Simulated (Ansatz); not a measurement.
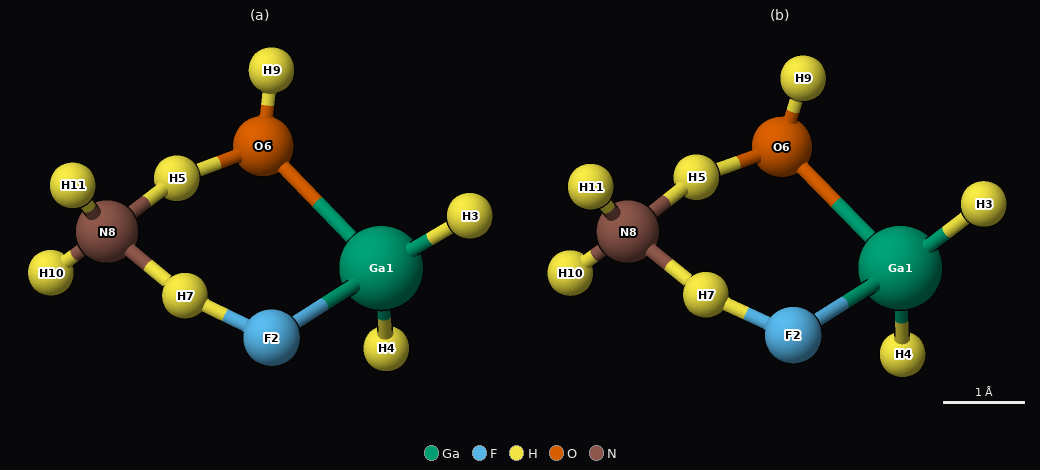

The structure of GaNH7OF before (left) and after (right) a constrained relaxation, at one scale.

Style: ball-and-stick. Shown at a tilt.

The reaction that was planned forms Ga1–O6, H5–N8, F2–H7 and breaks Ga1–F2, H5–O6, H7–N8 (atoms numbered from 1 in input order).

Method: Ansatz, RKS PBE0-D4/def2-SVP. (held fixed: the distance between atoms 1 (Ga) and 6 (O), the distance between atoms 5 (H) and 8 (N), the distance between atoms 2 (F) and 7 (H), the distance between atoms 1 (Ga) and 2 (F), the distance between atoms 5 (H) and 6 (O), the distance between atoms 7 (H) and 8 (N), counting from 1; force threshold 0.04 eV/Å; at most 150 steps)

Q: Describe what moved and what it gained.

A: After 5 geometry steps the energy has fallen by 8.14 kJ/mol. The largest force component goes from 0.51 to 0.0027 eV/Å. The atom that moves furthest after the best rigid fit is H9 (0.25 Å). By element the largest moves are H 0.25 Å, O 0.06 Å, Ga 0.04 Å, F 0.04 Å, N 0.02 Å. Near-neighbour distances that change, for instance: Ga1–H4 1.527 → 1.552 Å, Ga1–H3 1.538 → 1.557 Å, N8–H10 1.008 → 1.018 Å, O6–H9 0.955 → 0.965 Å. Bond angles that change, for instance: Ga1–O6–H9 124.4° → 107.7°, H3–Ga1–H4 132.0° → 137.3°, H3–Ga1–O6 110.3° → 105.0°.
